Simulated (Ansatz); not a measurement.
# WGe (quintet): the correlation ladder, def2-SVP

How much of the correlation energy of WGe (quintet) does each wave-function method recover here?

The runs use Ansatz 0.2.0, Gaussian basis; def2-SVP, core rule «outside noble gas», up to 18 orbitals frozen.

Plan: UHF; CCSD(T) on ROHF; CCSD(T) on UHF; CISD as a restricted active space (open shells left free, so some higher excitations enter); CCSDT(Q) on ROHF; CCSDT(Q) on UHF; CASSCF and MRCISD+Q, 10 electrons in 10 orbitals; CASSCF and NEVPT2, 10 electrons in 10 orbitals.

15 further runs of the same task are left out: 3 for a known fault of the program, 4 that didn't finish, 8 set aside as unsound or not needed. Runs told in other sessions of the task aren't counted.

## Step 1: What is computed

The geometry is a PBE0/def2-TZVP stationary point (not a proven minimum). No spin-orbit coupling is included. Elements past krypton take def2 core potentials. The filled d shell of Ge may be among the frozen orbitals whatever the setting's name suggests.

2 atoms, charge 0, spin multiplicity 5.

Atoms are counted from 1 here; the program's logs count them from 0.

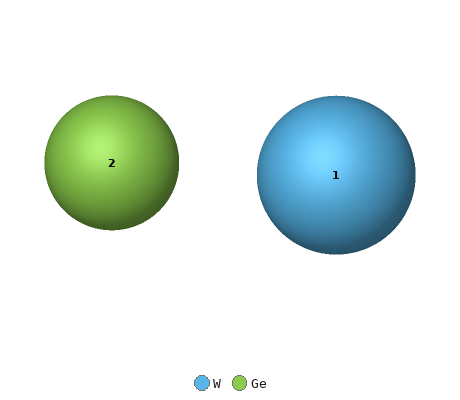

The structure; tungsten blue, germanium green; atoms are numbered from 1 in the order of the file.

In the tables R marks a restricted open-shell determinant and U an unrestricted one; 'valence' is the active space of 10 electrons in 10 orbitals; energies count from the table's Hartree-Fock row.

## Step 2: UHF

The input, in.yaml:

```yaml
crystal:
  periodic: [false, false, false]
  atoms:
    - {symbol: W, position_ang: [0.000000, 0.000000, 0.000000]}
    - {symbol: Ge, position_ang: [0.000000, 0.000000, 2.413000]}
basis:
  gaussian: {orbitals: def2-SVP}
magnetization: {spin_polarized: true, initial_magnetization: 4}
hamiltonian: {xc: hf}
output: {orbitals: {seedname: orbitals}}
```

Run with:

```sh
ansatz run in.yaml --threads 1 --pin off --events-out ev --progress --plain --max-ram 2393MiB
```

Output (excerpt; [...] marks lines left out):

```text
Functional definition: HF
  name "HF"
  cite "Fock, Z. Phys. 61, 126 (1930) doi:10.1007/BF01340294"
  parent pbe
[...]
630 factors; integrals over basis functions are off by at most 4.4e-4 eV
[...]
mean field -58271.04417858 eV, -2141.4213760305 hartree, gradient 6.9e-6 eV, S^2 7.429598; 13 other end points of the search recorded, 0 dependent functions left out
reference -58271.04417858 eV, -2141.4213760305 hartree; 25, 21 occupied and 39, 43 virtual orbitals, 630 factors
Total energy: -58271.04417858 eV, -2141.4213760305 hartree
```

It took 19 s on 1 thread of Intel Xeon Platinum 8259CL at 2.50GHz, shared host.

From the report: ⟨S²⟩ of the determinant 7.430 (pure quintet: 6.00). The determinant of HF (⟨S²⟩ 7.43) is far from a pure spin state, so its energy mixes those of several spin states; that is harmless only where they are near-degenerate.

## Step 3: CCSD(T) on ROHF

The input, in.yaml:

```yaml
crystal:
  periodic: [false, false, false]
  atoms:
    - {symbol: W, position_ang: [0.000000, 0.000000, 0.000000]}
    - {symbol: Ge, position_ang: [0.000000, 0.000000, 2.413000]}
basis:
  gaussian: {orbitals: def2-SVP}
magnetization: {spin_polarized: false, initial_magnetization: 4}
correlation: {method: ccsd_t, electrons: outside_noble_gas}
```

Same command.

Output (excerpt; [...] marks lines left out):

```text
Functional definition: HF
  name "HF"
  cite "Fock, Z. Phys. 61, 126 (1930) doi:10.1007/BF01340294"
  parent pbe
[...]
630 factors; integrals over basis functions are off by at most 4.4e-4 eV
[...]
mean field -58269.50599125 eV, -2141.3648486885 hartree, gradient 5.3e-6 eV, S^2 6.000000; 32 other end points of the search recorded, 0 dependent functions left out
[...]
determinant -58269.50599125 eV, -2141.3648486885 hartree, with singles and doubles -58275.56706762 eV, -2141.5875891370 hartree
determinant -58268.72693842 eV, -2141.3362190254 hartree, with singles and doubles -58274.49409941 eV, -2141.5481582825 hartree
determinant -58268.69797979 eV, -2141.3351548151 hartree, with singles and doubles -58274.51134975 eV, -2141.5487922207 hartree
determinant -58268.39836584 eV, -2141.3241442055 hartree, with singles and doubles -58273.95727664 eV, -2141.5284304098 hartree
[...]
determinant -58267.11475794 eV, -2141.2769724856 hartree, with singles and doubles -58272.37341941 eV, -2141.4702247299 hartree
determinant -58267.09899416 eV, -2141.2763931772 hartree, with singles and doubles -58273.02027299 eV, -2141.4939961607 hartree
determinant -58267.08457069 eV, -2141.2758631244 hartree, with singles and doubles -58273.01277893 eV, -2141.4937207590 hartree
unrestricted determinant -58271.04417858 eV, -2141.4213760306 hartree, S^2 7.4296
18 core orbitals not correlated: weight in the atoms' cores, before any rotation towards them, 0.999 or more for the frozen orbitals, at most 0.000 for the correlated occupied ones
reference -58269.50599125 eV, -2141.3648486885 hartree; 7, 3 occupied and 39, 43 virtual orbitals, 630 factors
second order -5.27741775 eV of doubles, -0.07074685 eV of singles
cycle   1  -6.06450588 eV  change   -3.4e-3 eV  update   6.7e-3
[...]
cycle  12  -6.07601602 eV  change   -4.0e-6 eV  update   1.2e-5
perturbative correction -0.35639757 eV, -0.0130973693 hartree
Total energy: -58275.93840484 eV, -2141.6012355282 hartree
```

Run time: 80 s. Hardware: 1 thread of Intel Xeon Platinum 8259CL at 2.50GHz, shared host.

From the report: correlation -6.4324 eV; T1 0.108; largest double amplitude 0.10.

## Step 4: CCSD(T) on UHF

Edit in.yaml of step 3 so:

```diff
@@ -7,3 +7,3 @@
   gaussian: {orbitals: def2-SVP}
-magnetization: {spin_polarized: false, initial_magnetization: 4}
+magnetization: {spin_polarized: true, initial_magnetization: 4}
 correlation: {method: ccsd_t, electrons: outside_noble_gas}
```

The command is unchanged.

Output (excerpt; [...] marks lines left out):

```text
Functional definition: HF
  name "HF"
  cite "Fock, Z. Phys. 61, 126 (1930) doi:10.1007/BF01340294"
  parent pbe
[...]
630 factors; integrals over basis functions are off by at most 4.4e-4 eV
[...]
mean field -58271.04417858 eV, -2141.4213760305 hartree, gradient 9.9e-6 eV, S^2 7.429600; 30 other end points of the search recorded, 0 dependent functions left out
determinant -58271.04417858 eV, -2141.4213760305 hartree, with singles and doubles -58275.48473413 eV, -2141.5845634370 hartree
determinant -58270.97697005 eV, -2141.4189061624 hartree, with singles and doubles -58275.12243454 eV, -2141.5712491725 hartree
determinant -58270.94455813 eV, -2141.4177150463 hartree, with singles and doubles -58275.67828340 eV, -2141.5916762414 hartree
determinant -58269.66913069 eV, -2141.3708439525 hartree, with singles and doubles -58273.83403707 eV, -2141.5239014389 hartree
[...]
determinant -58268.62312284 eV, -2141.3324038731 hartree, with singles and doubles -58273.27847340 eV, -2141.5034848508 hartree
determinant -58268.59321350 eV, -2141.3313047251 hartree, with singles and doubles -58273.46918868 eV, -2141.5104935079 hartree
determinant -58271.04417858 eV, -2141.4213760305 hartree, with singles and doubles -58275.68182212 eV, -2141.5918062871 hartree
determinant -58270.94455813 eV, -2141.4177150463 hartree, with singles and doubles -58275.71390486 eV, -2141.5929853061 hartree
18 core orbitals not correlated: weight in the atoms' cores, before any rotation towards them, 0.999 or more for the frozen orbitals, at most 0.001 for the correlated occupied ones
reference -58270.94455813 eV, -2141.4177150464 hartree; 7, 3 occupied and 39, 43 virtual orbitals, 630 factors
second order -3.85470358 eV of doubles, -0.00000000 eV of singles
cycle   1  -4.76934607 eV  change    6.7e-7 eV  update   5.0e-6
perturbative correction -0.26907454 eV, -0.0098883070 hartree
Total energy: -58275.98297874 eV, -2141.6028735886 hartree
```

Run time: 92 s. Hardware: 1 thread of Intel Xeon Platinum 8259CL at 2.50GHz, shared host.

From the report: ⟨S²⟩ of the determinant 7.048 (pure quintet: 6.00); correlation -5.0384 eV; T1 0.083; largest double amplitude 0.10. The determinant of CCSD(T) (⟨S²⟩ 7.05) is far from a pure spin state, so its energy mixes those of several spin states; high orders of coupled cluster remove much of that, low ones don't.

## Step 5: CISD as a restricted active space (open shells left free, so some higher excitations enter)

The input, in.yaml:

```yaml
crystal:
  periodic: [false, false, false]
  atoms:
    - {symbol: W, position_ang: [0.000000, 0.000000, 0.000000]}
    - {symbol: Ge, position_ang: [0.000000, 0.000000, 2.413000]}
basis:
  gaussian: {orbitals: def2-SVP}
magnetization: {spin_polarized: false, initial_magnetization: 4}
correlation: {active_space: {ras: {orbitals: [3, 4, 39], electrons: 10, max_holes: 2, max_particles: 2}, fixed_orbitals: true}}
```

Same command.

Output (excerpt; [...] marks lines left out):

```text
Functional definition: HF
  name "HF"
  cite "Fock, Z. Phys. 61, 126 (1930) doi:10.1007/BF01340294"
  parent pbe
[...]
630 factors; integrals over basis functions are off by at most 4.4e-4 eV
[...]
mean field -58269.50599125 eV, -2141.3648486885 hartree, gradient 5.3e-6 eV, S^2 6.000000; 19 other end points of the search recorded, 0 dependent functions left out
reference -58269.50599125 eV, -2141.3648486885 hartree; 25, 21 occupied and 39, 43 virtual orbitals, 630 factors
state -58274.77960762 eV, -2141.5586505156 hartree
Total energy: -58274.77960762 eV, -2141.5586505156 hartree
```

Run time: 43 s. Hardware: 1 thread of Intel Xeon Platinum 8259CL at 2.50GHz, shared host.

From the report: 93,145 determinants.

## Step 6: CCSDT(Q) on ROHF

Edit in.yaml of step 5 so:

```diff
@@ -8,2 +8,2 @@
 magnetization: {spin_polarized: false, initial_magnetization: 4}
-correlation: {active_space: {ras: {orbitals: [3, 4, 39], electrons: 10, max_holes: 2, max_particles: 2}, fixed_orbitals: true}}
+correlation: {method: ccsdt_q, electrons: outside_noble_gas}
```

Same command.

Output (excerpt; [...] marks lines left out):

```text
Functional definition: HF
  name "HF"
  cite "Fock, Z. Phys. 61, 126 (1930) doi:10.1007/BF01340294"
  parent pbe
[...]
1080 factors; integrals over basis functions are off by at most 1.3e-7 eV
[...]
mean field -58269.50604531 eV, -2141.3648506755 hartree, gradient 4.9e-6 eV, S^2 6.000000; 32 other end points of the search recorded, 0 dependent functions left out
[...]
determinant -58269.50604531 eV, -2141.3648506755 hartree, with singles and doubles -58275.56710772 eV, -2141.5875906105 hartree
determinant -58268.72699754 eV, -2141.3362211978 hartree, with singles and doubles -58274.49415050 eV, -2141.5481601599 hartree
determinant -58268.69804099 eV, -2141.3351570642 hartree, with singles and doubles -58274.51139967 eV, -2141.5487940553 hartree
determinant -58268.39842649 eV, -2141.3241464344 hartree, with singles and doubles -58273.95733639 eV, -2141.5284326055 hartree
[...]
determinant -58267.11482891 eV, -2141.2769750934 hartree, with singles and doubles -58272.37348351 eV, -2141.4702270856 hartree
determinant -58267.09906067 eV, -2141.2763956214 hartree, with singles and doubles -58273.02032386 eV, -2141.4939980299 hartree
determinant -58267.08463728 eV, -2141.2758655716 hartree, with singles and doubles -58273.01283956 eV, -2141.4937229872 hartree
unrestricted determinant -58271.04423222 eV, -2141.4213780018 hartree, S^2 7.4296
18 core orbitals not correlated: weight in the atoms' cores, before any rotation towards them, 0.999 or more for the frozen orbitals, at most 0.000 for the correlated occupied ones
reference -58269.50604531 eV, -2141.3648506755 hartree; 7, 3 occupied and 39, 43 virtual orbitals, 1080 factors
second order -5.27742626 eV of doubles, -0.07074691 eV of singles
cycle   1  -5.32216484 eV  change    3.3e-2 eV  update   2.0e-1
[...]
cycle  34  -6.47347767 eV  change   -1.3e-7 eV  update   9.5e-7
perturbative correction -0.06556771 eV, -0.0024095687 hartree
Total energy: -58276.04509069 eV, -2141.6051561608 hartree
```

Run time: 3 min. Hardware: 1 thread of Intel Xeon Platinum 8259CL at 2.50GHz, shared host; peak memory 0.73 GiB.

From the report: correlation -6.5390 eV; T1 0.103; largest double amplitude 0.12.

## Step 7: CCSDT(Q) on UHF

Edit in.yaml of step 6 so:

```diff
@@ -7,3 +7,3 @@
   gaussian: {orbitals: def2-SVP}
-magnetization: {spin_polarized: false, initial_magnetization: 4}
+magnetization: {spin_polarized: true, initial_magnetization: 4}
 correlation: {method: ccsdt_q, electrons: outside_noble_gas}
```

Same command.

Output (excerpt; [...] marks lines left out):

```text
Functional definition: HF
  name "HF"
  cite "Fock, Z. Phys. 61, 126 (1930) doi:10.1007/BF01340294"
  parent pbe
[...]
1080 factors; integrals over basis functions are off by at most 1.3e-7 eV
[...]
mean field -58271.04423222 eV, -2141.4213780018 hartree, gradient 8.9e-6 eV, S^2 7.429601; 31 other end points of the search recorded, 0 dependent functions left out
determinant -58271.04423222 eV, -2141.4213780018 hartree, with singles and doubles -58275.48476773 eV, -2141.5845646718 hartree
determinant -58270.97702465 eV, -2141.4189081689 hartree, with singles and doubles -58275.12246875 eV, -2141.5712504297 hartree
determinant -58270.94461188 eV, -2141.4177170216 hartree, with singles and doubles -58275.67832111 eV, -2141.5916776271 hartree
determinant -58269.66919073 eV, -2141.3708461589 hartree, with singles and doubles -58273.83408181 eV, -2141.5239030832 hartree
[...]
determinant -58268.53464888 eV, -2141.3291525151 hartree, with singles and doubles -58273.58673914 eV, -2141.5148134078 hartree
determinant -58271.04423222 eV, -2141.4213780018 hartree, with singles and doubles -58275.68186142 eV, -2141.5918077312 hartree
determinant -58270.94461188 eV, -2141.4177170216 hartree, with singles and doubles -58275.71394372 eV, -2141.5929867340 hartree
18 core orbitals not correlated: weight in the atoms' cores, before any rotation towards them, 0.999 or more for the frozen orbitals, at most 0.001 for the correlated occupied ones
reference -58270.94461188 eV, -2141.4177170216 hartree; 7, 3 occupied and 39, 43 virtual orbitals, 1080 factors
second order -3.85469085 eV of doubles, -0.00000000 eV of singles
cycle   1  -4.22409055 eV  change   -3.7e-1 eV  update   1.2e-1
[...]
cycle  34  -5.11935206 eV  change   -3.0e-7 eV  update   5.0e-7
perturbative correction -0.04494453 eV, -0.0016516809 hartree
Total energy: -58276.10890846 eV, -2141.6075014206 hartree
```

Run time: 3.1 min. Hardware: 1 thread of Intel Xeon Platinum 8259CL at 2.50GHz, shared host; peak memory 0.59 GiB.

From the report: ⟨S²⟩ of the determinant 7.048 (pure quintet: 6.00); correlation -5.1643 eV; T1 0.100; largest double amplitude 0.14. The determinant of CCSDT(Q) (⟨S²⟩ 7.05) is far from a pure spin state, so its energy mixes those of several spin states; high orders of coupled cluster remove much of that, low ones don't.

## Step 8: CASSCF and MRCISD+Q, 10 electrons in 10 orbitals

The input, in.yaml:

```yaml
crystal:
  periodic: [false, false, false]
  atoms:
    - {symbol: W, position_ang: [0.000000, 0.000000, 0.000000]}
    - {symbol: Ge, position_ang: [0.000000, 0.000000, 2.413000]}
basis:
  gaussian: {orbitals: def2-SVP}
magnetization: {spin_polarized: false, initial_magnetization: 4}
correlation: {method: fic_mrcisd_q, electrons: outside_noble_gas, active_space: {window: {electrons: 10, orbitals: 10}, shells: [{species: Ge, l: s, shell: 4}, {species: Ge, l: p, shell: 4}, {species: W, l: s, shell: 6}, {species: W, l: d, shell: 5}]}}
```

The command is unchanged.

Output (excerpt; [...] marks lines left out):

```text
Functional definition: HF
  name "HF"
  cite "Fock, Z. Phys. 61, 126 (1930) doi:10.1007/BF01340294"
  parent pbe
[...]
1080 factors; integrals over basis functions are off by at most 1.3e-7 eV
[...]
mean field -58269.50604531 eV, -2141.3648506755 hartree, gradient 4.9e-6 eV, S^2 6.000000; 19 other end points of the search recorded, 0 dependent functions left out
reference -58269.50604531 eV, -2141.3648506755 hartree; 25, 21 occupied and 39, 43 virtual orbitals, 1080 factors
state -58272.17191232 eV, -2141.4628194811 hartree
contracted CI cycle   1: correlation 0.00000000 eV, 0.0000000000 hartree, residual 1.35e1 eV
contracted CI cycle   2: correlation -3.40969243 eV, -0.1253038855 hartree, residual 2.36e0 eV
contracted CI cycle   3: correlation -3.52828658 eV, -0.1296621403 hartree, residual 5.14e-1 eV
contracted CI cycle   4: correlation -3.53446499 eV, -0.1298891927 hartree, residual 1.51e-1 eV
contracted CI cycle   5: correlation -3.53502089 eV, -0.1299096215 hartree, residual 4.67e-2 eV
contracted CI cycle   6: correlation -3.53507432 eV, -0.1299115852 hartree, residual 1.48e-2 eV
contracted CI cycle   7: correlation -3.53507934 eV, -0.1299117696 hartree, residual 4.28e-3 eV
contracted CI cycle   8: correlation -3.53507976 eV, -0.1299117849 hartree, residual 1.23e-3 eV
state -58272.17191232 eV, -2141.4628194811 hartree; corrected -58276.00469006 eV, -2141.6036714651 hartree
Total energy: -58276.00469006 eV, -2141.6036714651 hartree
Checks for a lower state left out: starts, orbital_swaps
```

It took 35 s on 1 thread of Intel Xeon Platinum 8259CL at 2.50GHz, shared host; peak memory 0.61 GiB.

From the report: 3,584 determinants; active occupations 1.98, 1.90, 1.77, 1.00, 1.00, 1.00, 0.97, 0.23, 0.10, 0.06.

## Step 9: CASSCF and NEVPT2, 10 electrons in 10 orbitals

The input, in.yaml:

```yaml
crystal:
  periodic: [false, false, false]
  atoms:
    - {symbol: W, position_ang: [0.000000, 0.000000, 0.000000]}
    - {symbol: Ge, position_ang: [0.000000, 0.000000, 2.413000]}
basis:
  gaussian: {orbitals: def2-SVP}
magnetization: {spin_polarized: false, initial_magnetization: 4}
correlation: {method: sc_nevpt2, electrons: outside_noble_gas, active_space: {window: {electrons: 10, orbitals: 10}, shells: [{species: Ge, l: s, shell: 4}, {species: Ge, l: p, shell: 4}, {species: W, l: s, shell: 6}, {species: W, l: d, shell: 5}]}}
```

Same command.

Output (excerpt; [...] marks lines left out):

```text
Functional definition: HF
  name "HF"
  cite "Fock, Z. Phys. 61, 126 (1930) doi:10.1007/BF01340294"
  parent pbe
[...]
1080 factors; integrals over basis functions are off by at most 1.3e-7 eV
[...]
mean field -58269.50604531 eV, -2141.3648506755 hartree, gradient 4.9e-6 eV, S^2 6.000000; 19 other end points of the search recorded, 0 dependent functions left out
reference -58269.50604531 eV, -2141.3648506755 hartree; 25, 21 occupied and 39, 43 virtual orbitals, 1080 factors
state -58272.17191232 eV, -2141.4628194811 hartree
state -58272.17191232 eV, -2141.4628194811 hartree; corrected -58275.18237298 eV, -2141.5734518697 hartree
Total energy: -58275.18237298 eV, -2141.5734518697 hartree
Checks for a lower state left out: starts, orbital_swaps
```

Wall time 41 s (1 thread of Intel Xeon Platinum 8259CL at 2.50GHz, shared host).

From the report: 3,584 determinants; active occupations 1.98, 1.90, 1.77, 1.00, 1.00, 1.00, 0.97, 0.23, 0.10, 0.06.

## Step 10: Natural occupations

Natural occupations of the CASSCF valence state about the gap (report; correlated orbitals 1 to 10): 1.978, 1.899, 1.768, 0.999, 0.999, 0.998, 0.968, 0.234, 0.100, 0.057. The count of effectively unpaired electrons, Σ n²(2 − n)², is 4.42; a single determinant of this spin has 4.

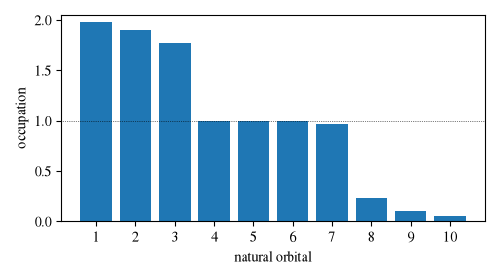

Natural occupations of the CASSCF valence state.

## Step 11: Misses and costs

No level here is safe as a reference; RCCSDT(Q) serves as a yardstick only. Rows without a time are mean-field rows or come out of runs for another level: lower rungs of the coupled-cluster runs, CASSCF and MRCISD of the multireference runs, or the Hartree-Fock search.

```
          method  energy from the lowest ROHF (meV)  from RCCSDT(Q) (meV)     time
             ROHF                               0.0               +6539.1         
             UHF                           -1538.2               +5000.9     19 s
            RMP2                           -5348.2               +1190.9         
            UMP2                           -5293.3               +1245.8         
            CISD                           -5273.6               +1265.5     43 s
           RCCSD                           -6076.0                +463.1         
           UCCSD                           -6207.9                +331.2         
        RCCSD(T)                           -6432.4                +106.7     80 s
        UCCSD(T)                           -6477.0                 +62.1     92 s
          RCCSDT                           -6473.5                 +65.6         
          UCCSDT                           -6558.0                 -18.9         
       RCCSDT(Q)                           -6539.1                     0    3 min
       UCCSDT(Q)                           -6602.9                 -63.8  3.1 min
  CASSCF valence                           -2665.9               +3873.2         
  NEVPT2 valence                           -5676.4                +862.7     41 s
  MRCISD valence                           -6201.0                +338.1         
MRCISD+Q valence                           -6498.7                 +40.4     35 s
```

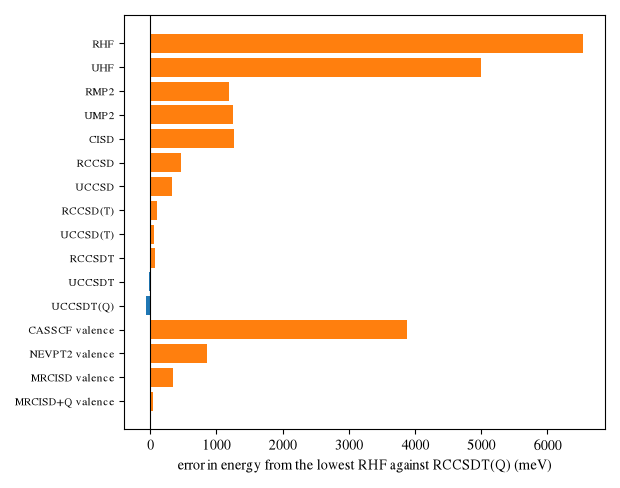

How far each level lands from RCCSDT(Q).

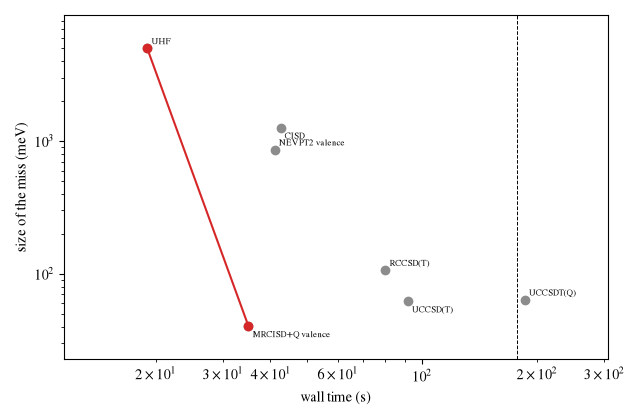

Miss against cost. Red marks the levels that no quicker level drawn beats (of those quicker than the yardstick), and the dashed line is the time of RCCSDT(Q). Times are from a shared host.

With the free atoms at the same levels and basis (separate runs), the atomisation energy is 2.645 eV at RCCSDT(Q), 2.533 eV at RCCSD(T), 0.158 eV at ROHF.

## Step 12: What came out

| quantity | value |
| --- | --- |
| RCCSDT(Q) from the ROHF energy | -6.5391 eV |
| RMP2 from RCCSDT(Q) | +1190.9 meV |
| UMP2 from RCCSDT(Q) | +1245.8 meV |
| RCCSD from RCCSDT(Q) | +463.1 meV |
| RCCSD(T) from RCCSDT(Q) | +106.7 meV |
| UCCSD(T) from RCCSDT(Q) | +62.1 meV |
| UCCSDT(Q) from RCCSDT(Q) | -63.8 meV |
| NEVPT2 valence from RCCSDT(Q) | +862.7 meV |
| MRCISD+Q valence from RCCSDT(Q) | +40.4 meV |
| T1 diagnostic | 0.108 |
| effectively unpaired electrons | 4.42 |

RCCSD(T) lands +106.7 meV from the yardstick (1.6 % of the correlation energy). CCSD(T) misses by +106.7 meV on the restricted determinant and by +62.1 meV on the unrestricted one; the two need not hold the same state or core. The occupations show static correlation (4.42 effectively unpaired electrons where one determinant has 4). Coupled cluster took another determinant than the lowest Hartree-Fock one. Warnings: spin contamination; coupled cluster took another determinant than the lowest; large T1 diagnostic.

With open shells the CI space here admits some higher excitations, so it is larger than plain CISD.
